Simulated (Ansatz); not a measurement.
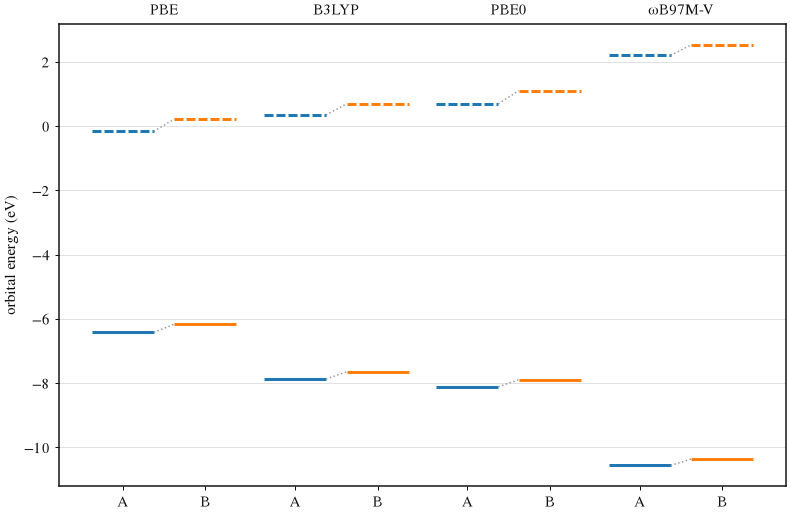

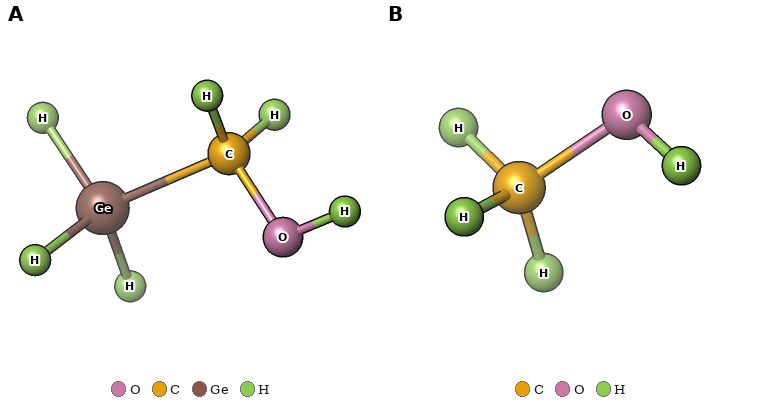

One change: A, CH₆GeO (SMILES O[CH2][GeH3]), becomes B, CH₄O (SMILES CO). GeH₃ on C is replaced by H. HOMO (solid) and LUMO (dashed) computed in def2-TZVPP at PBE0-D4/def2-TZVP geometries, both minima by their frequencies, gas phase, the Ansatz code 0.2.0. Empty levels above zero depend strongly on the basis.

What does the change do to HOMO and LUMO?

Answer. PBE: the HOMO rises by 0.25 eV, the LUMO rises by 0.39 eV, and the separation goes from 6.25 to 6.39 eV. B3LYP: the HOMO rises by 0.22 eV, the LUMO rises by 0.35 eV, and the separation goes from 8.22 to 8.34 eV. PBE0: the HOMO rises by 0.22 eV, the LUMO rises by 0.41 eV, and the separation goes from 8.81 to 8.99 eV. ωB97M-V: the HOMO rises by 0.20 eV, the LUMO rises by 0.33 eV, and the separation goes from 12.76 to 12.89 eV.

Do the functionals agree on the effect?

Answer. They agree on the direction for both levels; the HOMO shift lies between 0.20 and 0.25 eV and the LUMO shift between 0.33 and 0.41 eV, while the separations themselves differ by up to 6.5 eV between functionals.
